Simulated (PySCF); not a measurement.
# C5H8Si: NMR shifts at several levels of theory, part 1 of 2

How much do the NMR shifts of C5H8Si (`C#C/C=C/[SiH2]C`) depend on the level of theory, and what does each level cost?

Computed with PySCF 2.14.0, with density-fitted response routines of our own, on a single molecule in the gas phase. Atoms count from 0, in the outputs and in this text.

## Step 1: Starting geometry

14 atoms, charge 0, multiplicity 1; geometry from: PBE0-D3(BJ)/def2-SVP.

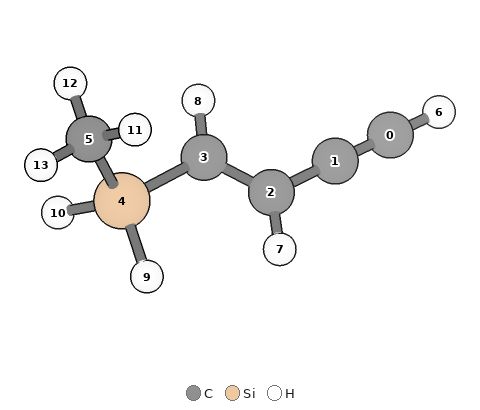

As it starts; carbon grey, silicon light orange, hydrogen white, atoms numbered; sticks join atoms by distance.

## Step 2: Shielding tensors: PBE0/6-31G*

Job settings and geometry (Å):

```
{"job": {"kind": "nmr", "xc": "PBE0", "basis": "6-31G*", "pop": true}, "charge": 0, "multiplicity": 1}
C      3.863635    -0.380165    -0.688314
C      2.674240    -0.144208    -0.756615
C      1.280064     0.124902    -0.858698
C      0.457787     0.329942     0.190535
Si    -1.372073     0.671444     0.004087
C     -2.399704    -0.592615     0.940131
H      4.916394    -0.585023    -0.625306
H      0.880607     0.159943    -1.881298
H      0.901642     0.283461     1.193559
H     -1.689034     0.638802    -1.458498
H     -1.681461     2.041914     0.524349
H     -2.195403    -1.610130     0.573480
H     -2.169280    -0.563658     2.016470
H     -3.474879    -0.389880     0.818150
```

Method: GIAO PBE0/6-31G* NMR shielding, non-relativistic, gas phase.

Run with:

```sh
$ OMP_NUM_THREADS=1 python probes_run.py task.json out
```

The driver reads the jobs from task.json and runs them one after another.

What it wrote:

```text
coarse grid: 12016 points
cycle   1  E = -484.3699552036  dE =  4.493e-01  |g| = 4.301e-01  |ddm| = 3.665e+00
cycle   2  E = -484.3730647215  dE = -3.110e-03  |g| = 4.125e-01  |ddm| = 8.708e-01
cycle   3  E = -484.4183167029  dE = -4.525e-02  |g| = 7.358e-02  |ddm| = 4.332e-01
cycle   4  E = -484.4195859815  dE = -1.269e-03  |g| = 3.194e-02  |ddm| = 1.008e-01
cycle   5  E = -484.4198608387  dE = -2.749e-04  |g| = 1.032e-02  |ddm| = 3.768e-02
cycle   6  E = -484.4198872000  dE = -2.636e-05  |g| = 3.834e-03  |ddm| = 1.198e-02
cycle   7  E = -484.4198905965  dE = -3.396e-06  |g| = 1.361e-03  |ddm| = 4.655e-03
final grid: 110944 points
cycle   8  E = -484.3608802814  dE = -1.623e-05  |g| = 7.162e-03  |ddm| = 2.179e-02
cycle   9  E = -484.3608658042  dE =  1.448e-05  |g| = 1.035e-02  |ddm| = 1.554e-02
cycle  10  E = -484.3608924340  dE = -2.663e-05  |g| = 3.040e-03  |ddm| = 1.073e-02
cycle  11  E = -484.3608948193  dE = -2.385e-06  |g| = 2.187e-04  |ddm| = 2.569e-03
cycle  12  E = -484.3608948317  dE = -1.240e-08  |g| = 7.497e-05  |ddm| = 2.881e-04
cycle  13  E = -484.3608948329  dE = -1.269e-09  |g| = 3.034e-05  |ddm| = 9.149e-05
cycle  14  E = -484.3608948332  dE = -2.262e-10  |g| = 1.099e-05  |ddm| = 3.995e-05
converged SCF energy = -484.3608948332

GIAO shielding tensors (ppm)
atom      isotropic    diamagn.    paramagn.     s11        s22        s33       span
  0 C      113.701     282.021    -168.319     67.155     71.150    202.799    135.643
  1 C      119.431     243.244    -123.813     29.235     31.396    297.662    268.428
  2 C       69.842     262.258    -192.416    -36.298     82.786    163.038    199.335
  3 C       58.248     257.611    -199.363    -51.737     47.991    178.488    230.225
  4 Si     434.055     883.003    -448.948    395.967    444.635    461.561     65.594
  5 C      198.974     250.907     -51.934    196.656    196.875    203.390      6.735
  6 H       29.018      30.804      -1.786     25.731     26.008     35.315      9.585
  7 H       25.784      29.910      -4.126     22.674     24.946     29.732      7.058
  8 H       25.495      31.764      -6.269     22.500     25.023     28.961      6.461
  9 H       27.484      30.306      -2.823     24.378     26.681     31.392      7.014
 10 H       27.289      29.357      -2.068     24.263     25.792     31.812      7.549
 11 H       31.822      30.081       1.741     27.514     29.736     38.217     10.703
 12 H       31.724      29.676       2.048     27.426     29.449     38.297     10.870
 13 H       31.821      28.138       3.683     27.472     28.680     39.311     11.839
```

Run time: 8.7 s. Hardware: 1 thread of Arm Neoverse V1, shared host; peak memory 0.58 GiB.

The references, computed at this level on geometries of the same kind, shield at (ppm): ¹H TMS 31.96, ¹³C TMS 194.1, ²⁹Si TMS 418.1. Their shielding less the atom's gives the shift. The references are single molecules in the gas phase. Atoms listed in one row are averaged.

```tsv
atoms	environment	σ (ppm)	δ (ppm)
C3	alkene CH	58.2	135.9
C2	alkene CH	69.8	124.3
C0	terminal alkyne carbon	113.7	80.4
C1	alkyne carbon	119.4	74.7
C5	methyl carbon bonded to Si	199.0	-4.8
H8	hydrogen on an alkene CH	25.49	6.47
H7	hydrogen on an alkene CH	25.78	6.18
H9, H10	hydrogen on a silicon bonded to 2 C	27.39	4.58
H6	hydrogen on a terminal alkyne carbon	29.02	2.95
H11, H12, H13	hydrogen on a methyl carbon bonded to Si	31.79	0.17
Si4	silicon bonded to 2 C, 2 H	434.1	-16.0
```

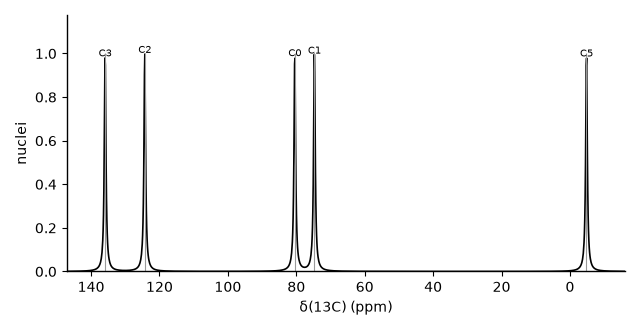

¹³C lines at the computed shifts, without couplings. Lines are broadened to a width of 0.56 ppm (Lorentzian).

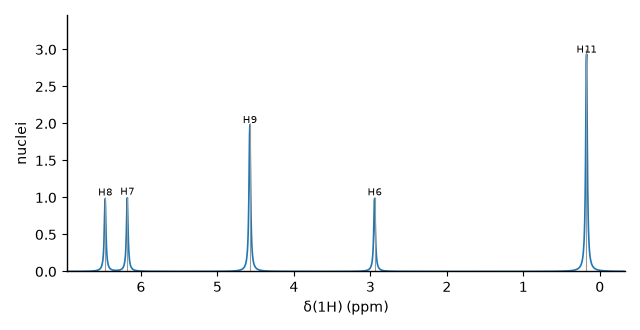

¹H lines at the computed shifts, without couplings. Lines are broadened to a width of 0.03 ppm (Lorentzian).

Charges from the same density, by scheme (e):

```tsv
atoms	Mulliken	IAO	Hirshfeld	ESP fit
C0	-0.49	-0.22	-0.11	-0.45
C1	0.26	-0.03	-0.05	0.11
C2	-0.25	-0.13	-0.01	-0.12
C3	-0.32	-0.41	-0.12	-0.35
Si4	0.49	0.75	0.30	0.55
C5	-0.77	-0.71	-0.19	-0.53
```

IAO charges:

C0 -0.22; C1 -0.03; C2 -0.13; C3 -0.41; Si4 0.75; C5 -0.71; H6 0.20; H7 0.16; H8 0.16; H9 -0.13; H10 -0.12; H11 0.16; H12 0.15; H13 0.16

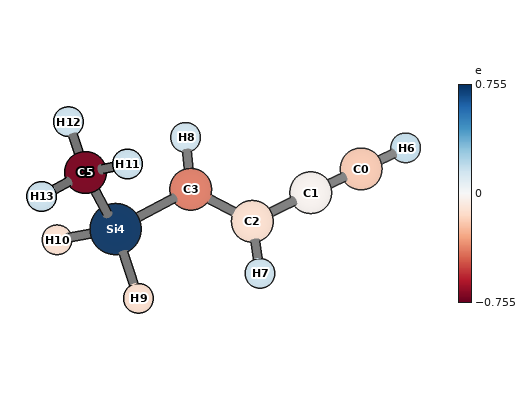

IAO charges, as colours on the atoms.

Mayer bond orders: C0–C1 2.75, C1–C2 1.15, C2–C3 1.81, C3–Si4 0.94, Si4–C5 0.97.

## Step 3: Shielding tensors: PBE0/6-311+G(2d,p)

The job, as its differences from that of step 2:

```diff
@@ -1,2 +1,2 @@
-{"job": {"kind": "nmr", "xc": "PBE0", "basis": "6-31G*", "pop": true}, "charge": 0, "multiplicity": 1}
+{"job": {"kind": "nmr", "xc": "PBE0", "basis": "6-311+G(2d,p)", "pop": true}, "charge": 0, "multiplicity": 1}
 C      3.863635    -0.380165    -0.688314
```

With the program's defaults for keys left out, this is: GIAO PBE0/6-311+G(2d,p) NMR shielding, non-relativistic, gas phase.

What it wrote:

```text
coarse grid: 12016 points
cycle   1  E = -484.4035215852  dE =  4.310e-01  |g| = 4.451e-01  |ddm| = 2.575e+01
cycle   2  E = -484.4013992864  dE =  2.122e-03  |g| = 4.452e-01  |ddm| = 9.294e-01
cycle   3  E = -484.4512487875  dE = -4.985e-02  |g| = 7.411e-02  |ddm| = 4.673e-01
cycle   4  E = -484.4522366104  dE = -9.878e-04  |g| = 4.279e-02  |ddm| = 1.045e-01
cycle   5  E = -484.4527251692  dE = -4.886e-04  |g| = 1.093e-02  |ddm| = 4.486e-02
cycle   6  E = -484.4527536648  dE = -2.850e-05  |g| = 4.351e-03  |ddm| = 1.284e-02
cycle   7  E = -484.4527579367  dE = -4.272e-06  |g| = 1.657e-03  |ddm| = 3.805e-03
final grid: 110944 points
cycle   8  E = -484.4495642623  dE = -3.272e-05  |g| = 7.242e-03  |ddm| = 8.549e-02
cycle   9  E = -484.4495467919  dE =  1.747e-05  |g| = 1.094e-02  |ddm| = 1.388e-02
cycle  10  E = -484.4495756454  dE = -2.885e-05  |g| = 2.988e-03  |ddm| = 7.944e-03
cycle  11  E = -484.4495778535  dE = -2.208e-06  |g| = 2.456e-04  |ddm| = 2.039e-03
cycle  12  E = -484.4495778651  dE = -1.166e-08  |g| = 1.322e-04  |ddm| = 4.005e-04
cycle  13  E = -484.4495778693  dE = -4.119e-09  |g| = 4.516e-05  |ddm| = 1.540e-04
cycle  14  E = -484.4495778698  dE = -5.366e-10  |g| = 1.197e-05  |ddm| = 5.596e-05
converged SCF energy = -484.4495778698

GIAO shielding tensors (ppm)
atom      isotropic    diamagn.    paramagn.     s11        s22        s33       span
  0 C       99.534     260.350    -160.816     47.802     53.031    197.769    149.966
  1 C      101.138     264.894    -163.756      0.201      3.929    299.284    299.083
  2 C       53.142     262.153    -209.012    -62.349     68.497    153.277    215.626
  3 C       37.687     262.758    -225.071    -84.954     26.883    171.131    256.085
  4 Si     380.034     880.427    -500.393    340.673    385.447    413.982     73.309
  5 C      191.908     245.983     -54.075    189.158    189.885    196.681      7.523
  6 H       28.458      30.276      -1.818     24.839     25.271     35.263     10.424
  7 H       24.967      32.398      -7.431     22.169     23.703     29.027      6.858
  8 H       24.658      34.699     -10.041     20.452     24.914     28.608      8.156
  9 H       27.030      29.636      -2.607     24.065     26.181     30.843      6.778
 10 H       26.741      28.210      -1.470     23.830     25.273     31.119      7.288
 11 H       31.338      30.221       1.118     27.506     29.150     37.359      9.853
 12 H       31.237      29.774       1.464     27.286     28.880     37.546     10.260
 13 H       31.316      28.696       2.621     27.364     28.116     38.469     11.105
```

It took 24 s on 1 thread of Arm Neoverse V1, shared host; peak memory 1.1 GiB.

This run: δ C3 148.8, C2 133.3, C0 86.9, C1 85.3, H8 6.85, H7 6.54 ppm.

## Step 4: Nuclear shieldings: PBE0/def2-SVP

The job, as its differences from that of step 3:

```diff
@@ -1,2 +1,2 @@
-{"job": {"kind": "nmr", "xc": "PBE0", "basis": "6-311+G(2d,p)", "pop": true}, "charge": 0, "multiplicity": 1}
+{"job": {"kind": "nmr", "xc": "PBE0", "basis": "def2-SVP", "pop": true}, "charge": 0, "multiplicity": 1}
 C      3.863635    -0.380165    -0.688314
```

Level: GIAO PBE0/def2-SVP NMR shielding, non-relativistic, gas phase.

What it wrote:

```text
coarse grid: 12016 points
cycle   1  E = -484.0454257451  dE =  3.962e-01  |g| = 3.935e-01  |ddm| = 3.816e+00
cycle   2  E = -484.0468240659  dE = -1.398e-03  |g| = 3.848e-01  |ddm| = 8.257e-01
cycle   3  E = -484.0861441390  dE = -3.932e-02  |g| = 7.126e-02  |ddm| = 4.109e-01
cycle   4  E = -484.0872902430  dE = -1.146e-03  |g| = 3.355e-02  |ddm| = 1.019e-01
cycle   5  E = -484.0876004887  dE = -3.102e-04  |g| = 9.745e-03  |ddm| = 3.908e-02
cycle   6  E = -484.0876243627  dE = -2.387e-05  |g| = 3.590e-03  |ddm| = 1.148e-02
cycle   7  E = -484.0876273059  dE = -2.943e-06  |g| = 1.395e-03  |ddm| = 3.972e-03
final grid: 110944 points
cycle   8  E = -484.1546568265  dE = -1.431e-05  |g| = 6.762e-03  |ddm| = 2.133e-02
cycle   9  E = -484.1546411539  dE =  1.567e-05  |g| = 1.023e-02  |ddm| = 1.500e-02
cycle  10  E = -484.1546676279  dE = -2.647e-05  |g| = 2.818e-03  |ddm| = 9.863e-03
cycle  11  E = -484.1546696850  dE = -2.057e-06  |g| = 1.932e-04  |ddm| = 2.320e-03
cycle  12  E = -484.1546696952  dE = -1.020e-08  |g| = 5.745e-05  |ddm| = 2.598e-04
cycle  13  E = -484.1546696960  dE = -7.776e-10  |g| = 2.293e-05  |ddm| = 7.602e-05
converged SCF energy = -484.1546696960

GIAO shielding tensors (ppm)
atom      isotropic    diamagn.    paramagn.     s11        s22        s33       span
  0 C      109.897     262.673    -152.775     62.659     66.859    200.174    137.515
  1 C      114.354     252.539    -138.185     21.762     23.602    297.698    275.935
  2 C       65.456     255.251    -189.794    -44.784     76.800    164.353    209.137
  3 C       51.946     256.398    -204.452    -63.575     38.114    181.298    244.872
  4 Si     444.517     882.523    -438.006    405.444    449.103    479.005     73.561
  5 C      199.030     247.723     -48.694    196.390    197.037    203.662      7.273
  6 H       28.388      33.151      -4.763     24.868     25.181     35.115     10.247
  7 H       25.235      30.934      -5.699     22.280     24.045     29.381      7.101
  8 H       24.774      32.469      -7.695     21.058     24.556     28.708      7.651
  9 H       27.104      30.180      -3.077     24.009     26.208     31.094      7.085
 10 H       26.813      29.150      -2.338     23.799     25.253     31.387      7.588
 11 H       31.193      30.192       1.001     27.102     28.882     37.595     10.493
 12 H       31.102      29.590       1.512     26.972     28.592     37.742     10.769
 13 H       31.215      27.508       3.707     27.029     27.871     38.745     11.716
```

Run time: 10 s. Hardware: 1 thread of Arm Neoverse V1, shared host; peak memory 0.69 GiB.

In short: δ C3 141.8, C2 128.3, C0 83.8, C1 79.4, H8 6.57, H7 6.11 ppm.

## Step 5: Shielding tensors: PBE0/def2-TZVP

The job, as its differences from that of step 4:

```diff
@@ -1,2 +1,2 @@
-{"job": {"kind": "nmr", "xc": "PBE0", "basis": "def2-SVP", "pop": true}, "charge": 0, "multiplicity": 1}
+{"job": {"kind": "nmr", "xc": "PBE0", "basis": "def2-TZVP", "pop": true}, "charge": 0, "multiplicity": 1}
 C      3.863635    -0.380165    -0.688314
```

Level: GIAO PBE0/def2-TZVP NMR shielding, non-relativistic, gas phase.

What it wrote:

```text
coarse grid: 12016 points
cycle   1  E = -484.4269103884  dE =  4.277e-01  |g| = 4.538e-01  |ddm| = 3.164e+00
cycle   2  E = -484.4247028171  dE =  2.208e-03  |g| = 4.537e-01  |ddm| = 8.108e-01
cycle   3  E = -484.4766399584  dE = -5.194e-02  |g| = 7.516e-02  |ddm| = 4.096e-01
cycle   4  E = -484.4776375001  dE = -9.975e-04  |g| = 4.445e-02  |ddm| = 8.646e-02
cycle   5  E = -484.4781574586  dE = -5.200e-04  |g| = 1.180e-02  |ddm| = 3.651e-02
cycle   6  E = -484.4781905959  dE = -3.314e-05  |g| = 4.667e-03  |ddm| = 1.226e-02
cycle   7  E = -484.4781956254  dE = -5.030e-06  |g| = 1.581e-03  |ddm| = 4.247e-03
final grid: 110944 points
cycle   8  E = -484.4665241710  dE = -3.712e-05  |g| = 7.384e-03  |ddm| = 1.014e-01
cycle   9  E = -484.4665096053  dE =  1.457e-05  |g| = 1.046e-02  |ddm| = 1.280e-02
cycle  10  E = -484.4665355661  dE = -2.596e-05  |g| = 3.029e-03  |ddm| = 8.086e-03
cycle  11  E = -484.4665378175  dE = -2.251e-06  |g| = 3.064e-04  |ddm| = 1.761e-03
cycle  12  E = -484.4665378355  dE = -1.808e-08  |g| = 1.593e-04  |ddm| = 3.543e-04
cycle  13  E = -484.4665378417  dE = -6.133e-09  |g| = 4.945e-05  |ddm| = 1.489e-04
cycle  14  E = -484.4665378423  dE = -6.549e-10  |g| = 1.227e-05  |ddm| = 5.026e-05
converged SCF energy = -484.4665378423

GIAO shielding tensors (ppm)
atom      isotropic    diamagn.    paramagn.     s11        s22        s33       span
  0 C       99.794     269.553    -169.758     48.837     53.978    196.568    147.731
  1 C      101.146     252.389    -151.243     -0.533      4.696    299.276    299.810
  2 C       51.530     253.759    -202.229    -65.680     66.841    153.430    219.110
  3 C       36.791     252.880    -216.089    -86.907     25.952    171.328    258.235
  4 Si     367.633     877.533    -509.900    327.530    372.417    402.952     75.423
  5 C      192.323     245.565     -53.242    189.451    190.202    197.315      7.865
  6 H       28.382      29.892      -1.510     24.819     25.201     35.128     10.309
  7 H       24.945      31.962      -7.017     22.229     23.553     29.053      6.824
  8 H       24.661      32.045      -7.384     20.333     24.984     28.666      8.333
  9 H       26.971      30.661      -3.690     24.049     26.135     30.729      6.680
 10 H       26.718      29.665      -2.947     23.868     25.262     31.025      7.157
 11 H       31.347      29.662       1.684     27.585     29.143     37.313      9.729
 12 H       31.254      29.250       2.004     27.393     28.878     37.493     10.100
 13 H       31.309      28.001       3.308     27.412     28.089     38.426     11.014
```

Wall time 28 s (1 thread of Arm Neoverse V1, shared host); peak memory 1 GiB.

Key values: δ C3 149.9, C2 135.1, C0 86.9, C1 85.5, H8 6.82, H7 6.54 ppm.

## Step 6: NMR shieldings: PBE0/cc-pVDZ

The job, as its differences from that of step 5:

```diff
@@ -1,2 +1,2 @@
-{"job": {"kind": "nmr", "xc": "PBE0", "basis": "def2-TZVP", "pop": true}, "charge": 0, "multiplicity": 1}
+{"job": {"kind": "nmr", "xc": "PBE0", "basis": "cc-pVDZ", "pop": true}, "charge": 0, "multiplicity": 1}
 C      3.863635    -0.380165    -0.688314
```

With the program's defaults for keys left out, this is: GIAO PBE0/cc-pVDZ NMR shielding, non-relativistic, gas phase.

What it wrote:

```text
coarse grid: 12016 points
cycle   1  E = -484.3352369810  dE =  4.850e-01  |g| = 3.965e-01  |ddm| = 7.207e+00
cycle   2  E = -484.3362627049  dE = -1.026e-03  |g| = 3.919e-01  |ddm| = 1.559e+00
cycle   3  E = -484.3773992281  dE = -4.114e-02  |g| = 6.989e-02  |ddm| = 7.523e-01
cycle   4  E = -484.3785354128  dE = -1.136e-03  |g| = 3.199e-02  |ddm| = 1.499e-01
cycle   5  E = -484.3788137810  dE = -2.784e-04  |g| = 9.914e-03  |ddm| = 6.101e-02
cycle   6  E = -484.3788387117  dE = -2.493e-05  |g| = 3.640e-03  |ddm| = 1.915e-02
cycle   7  E = -484.3788417822  dE = -3.071e-06  |g| = 1.350e-03  |ddm| = 5.902e-03
final grid: 110944 points
cycle   8  E = -484.3922826885  dE = -1.454e-05  |g| = 7.242e-03  |ddm| = 5.779e-02
cycle   9  E = -484.3922673564  dE =  1.533e-05  |g| = 1.052e-02  |ddm| = 2.867e-02
cycle  10  E = -484.3922951518  dE = -2.780e-05  |g| = 3.076e-03  |ddm| = 1.682e-02
cycle  11  E = -484.3922975950  dE = -2.443e-06  |g| = 2.247e-04  |ddm| = 4.151e-03
cycle  12  E = -484.3922976090  dE = -1.403e-08  |g| = 6.139e-05  |ddm| = 5.487e-04
cycle  13  E = -484.3922976100  dE = -9.175e-10  |g| = 2.271e-05  |ddm| = 1.323e-04
converged SCF energy = -484.3922976100

GIAO shielding tensors (ppm)
atom      isotropic    diamagn.    paramagn.     s11        s22        s33       span
  0 C      112.870     267.357    -154.487     66.466     69.989    202.156    135.690
  1 C      116.878     243.509    -126.632     23.978     28.417    298.238    274.260
  2 C       67.890     259.303    -191.412    -41.546     80.468    164.749    206.295
  3 C       54.202     252.758    -198.556    -60.261     43.006    179.861    240.122
  4 Si     451.888     885.143    -433.255    416.068    458.635    480.960     64.891
  5 C      201.630     244.807     -43.177    198.789    199.712    206.389      7.600
  6 H       28.262      33.751      -5.489     24.763     25.071     34.953     10.190
  7 H       25.038      30.772      -5.734     22.048     23.879     29.187      7.139
  8 H       24.645      32.162      -7.517     20.883     24.567     28.485      7.602
  9 H       27.093      30.593      -3.500     23.962     26.067     31.249      7.287
 10 H       26.812      29.505      -2.693     23.718     25.146     31.572      7.854
 11 H       31.098      29.802       1.296     27.094     28.796     37.403     10.309
 12 H       31.005      29.167       1.838     26.943     28.526     37.546     10.603
 13 H       31.099      27.037       4.062     26.984     27.843     38.470     11.486
```

It took 11 s on 1 thread of Arm Neoverse V1, shared host; peak memory 0.71 GiB.

This run: δ C3 142.6, C2 128.9, C0 83.9, C1 79.9, H8 6.65, H7 6.25 ppm.

## Step 7: Shielding tensors: PBE0/cc-pVTZ

The job, as its differences from that of step 6:

```diff
@@ -1,2 +1,2 @@
-{"job": {"kind": "nmr", "xc": "PBE0", "basis": "cc-pVDZ", "pop": true}, "charge": 0, "multiplicity": 1}
+{"job": {"kind": "nmr", "xc": "PBE0", "basis": "cc-pVTZ", "pop": true}, "charge": 0, "multiplicity": 1}
 C      3.863635    -0.380165    -0.688314
```

Level: GIAO PBE0/cc-pVTZ NMR shielding, non-relativistic, gas phase.

What it wrote:

```text
coarse grid: 12016 points
cycle   1  E = -484.4158926513  dE =  4.326e-01  |g| = 4.528e-01  |ddm| = 7.621e+00
cycle   2  E = -484.4141108150  dE =  1.782e-03  |g| = 4.528e-01  |ddm| = 1.570e+00
cycle   3  E = -484.4655892324  dE = -5.148e-02  |g| = 7.552e-02  |ddm| = 8.241e-01
cycle   4  E = -484.4666390885  dE = -1.050e-03  |g| = 4.308e-02  |ddm| = 1.631e-01
cycle   5  E = -484.4671239941  dE = -4.849e-04  |g| = 1.180e-02  |ddm| = 7.205e-02
cycle   6  E = -484.4671571592  dE = -3.317e-05  |g| = 4.598e-03  |ddm| = 2.173e-02
cycle   7  E = -484.4671619578  dE = -4.799e-06  |g| = 1.636e-03  |ddm| = 6.983e-03
final grid: 110944 points
cycle   8  E = -484.4646140163  dE = -4.949e-05  |g| = 7.609e-03  |ddm| = 1.308e-01
cycle   9  E = -484.4645982449  dE =  1.577e-05  |g| = 1.085e-02  |ddm| = 2.835e-02
cycle  10  E = -484.4646260816  dE = -2.784e-05  |g| = 3.142e-03  |ddm| = 1.672e-02
cycle  11  E = -484.4646284989  dE = -2.417e-06  |g| = 3.144e-04  |ddm| = 4.081e-03
cycle  12  E = -484.4646285184  dE = -1.954e-08  |g| = 1.599e-04  |ddm| = 6.884e-04
cycle  13  E = -484.4646285245  dE = -6.068e-09  |g| = 5.278e-05  |ddm| = 2.887e-04
cycle  14  E = -484.4646285252  dE = -7.349e-10  |g| = 1.330e-05  |ddm| = 9.407e-05
converged SCF energy = -484.4646285252

GIAO shielding tensors (ppm)
atom      isotropic    diamagn.    paramagn.     s11        s22        s33       span
  0 C      100.227     261.566    -161.339     49.600     54.171    196.909    147.309
  1 C      102.095     255.867    -153.773      1.515      5.959    298.810    297.295
  2 C       53.030     253.234    -200.204    -63.089     68.025    154.154    217.243
  3 C       38.728     251.360    -212.632    -84.017     28.015    172.185    256.202
  4 Si     391.987     889.430    -497.443    354.215    395.934    425.814     71.599
  5 C      192.960     241.824     -48.864    190.090    190.806    197.984      7.894
  6 H       28.238      30.814      -2.576     24.633     25.012     35.070     10.437
  7 H       24.789      30.348      -5.559     21.964     23.457     28.947      6.983
  8 H       24.505      31.632      -7.127     20.298     24.687     28.530      8.232
  9 H       27.001      30.390      -3.390     24.019     26.107     30.876      6.858
 10 H       26.759      29.389      -2.630     23.822     25.253     31.201      7.379
 11 H       31.130      29.466       1.664     27.194     28.858     37.338     10.144
 12 H       31.035      29.177       1.859     27.021     28.579     37.506     10.485
 13 H       31.095      27.821       3.274     27.037     27.820     38.428     11.391
```

Wall time 38 s (1 thread of Arm Neoverse V1, shared host); peak memory 1.3 GiB.

In short: δ C3 148.6, C2 134.3, C0 87.1, C1 85.2, H8 6.79, H7 6.50 ppm.

(Continued in part 2 of 2.)
